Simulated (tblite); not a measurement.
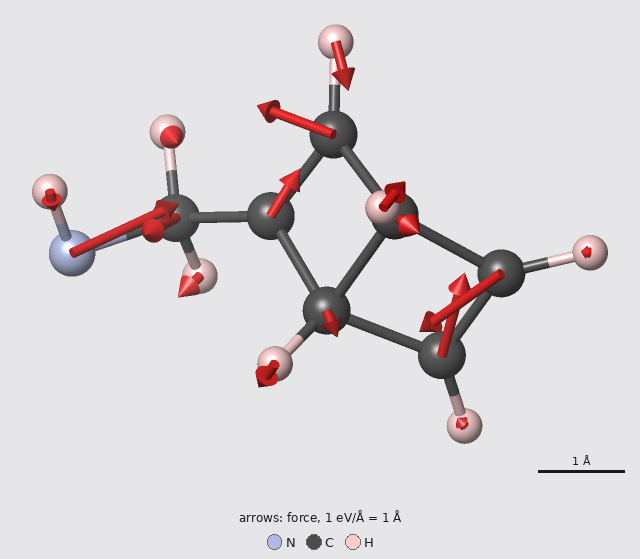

Starting geometry of C7H8N (multiplicity 2) with the computed forces as red arrows. Style: ball-and-stick. Shown at a tilt.

All numbers below come from tblite 0.8.0, GFN2-xTB geometry optimisation, gas phase. 

**What follows when this structure is relaxed?**

It isn't relaxed: the largest force vector, on the N atom, is 1.54 eV/Å. The final displacements follow the starting forces only in part (cosine between the two patterns 0.30). After 50 geometry steps the energy has fallen by 6.02 kcal/mol. The largest move after the best rigid fit is that of the N atom, 0.29 Å. Largest moves by element: N 0.29 Å, H 0.25 Å, C 0.10 Å. Among the contacts that change: C–N 1.450 → 1.400 Å, C–C 1.536 → 1.490 Å, C–C 1.352 → 1.330 Å, C–H 1.093 → 1.074 Å. Bond angles that change, for instance: N–C–C 107.6° → 116.8°, C–C–H 116.1° → 124.7°, C–C–H 116.4° → 124.1°. Groups turn about C–N by about 40°.
